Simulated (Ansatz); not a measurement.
Input

```
crystal:
  periodic: [false, false, false]
  atoms:
    - {symbol: B, position_ang: [0.000000, 0.000000, -0.176251]}
    - {symbol: O, position_ang: [0.000000, 0.000000, -1.392778]}
    - {symbol: S, position_ang: [0.000000, 0.000000, 1.569028]}
basis:
  gaussian:
    orbitals: def2-TZVPD
magnetization:
  spin_polarized: true
  initial_magnetization: 1
hamiltonian:
  xc: pbe0
output:
  forces: true
  orbitals: {seedname: orbitals}
```

Run with:

```sh
ansatz run input.yaml --threads 1 --pin off --max-ram 2610MiB --events-out events.jsonl --progress --plain --runs-dir runs
```

Geometry: B3LYP-D3(BJ)/def2-SVP.

These are results of Ansatz 0.2.0, isolated molecule in a Gaussian basis; Kohn-Sham density functional theory, functional PBE0, not measurements.

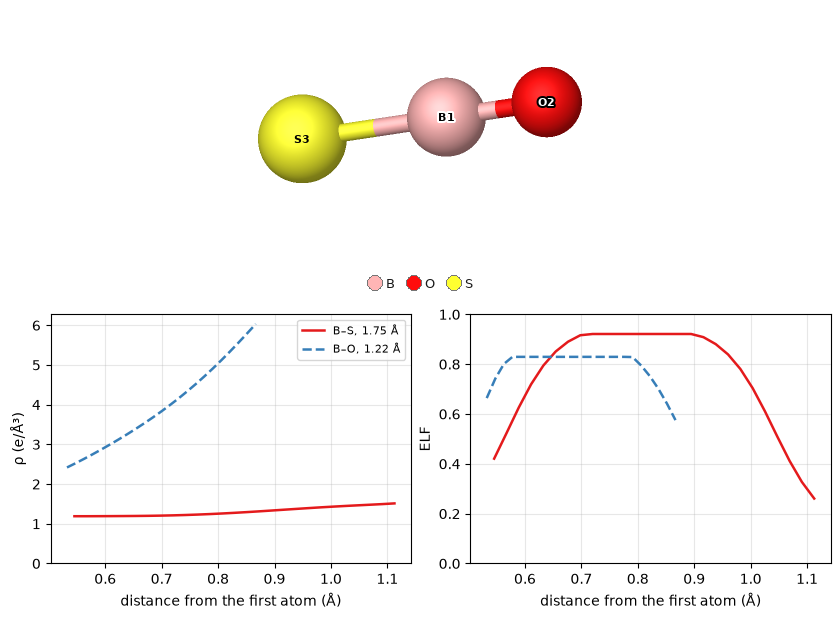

BOS (SMILES O=B[S]) (doublet). Electron density and electron localisation function along straight lines between neighbouring atoms. The curves leave out the atomic cores. The structure is drawn too.

> Compare the contacts.

B–S (1.75 Å): ρ is about 1.3 e/Å³ halfway; the ELF peaks at about 0.90 between the atoms, as expected for a covalent bond.
B–O (1.22 Å): ρ at the midpoint is about 3 e/Å³; the ELF peaks at about 0.85 between the atoms; a polar covalent bond.
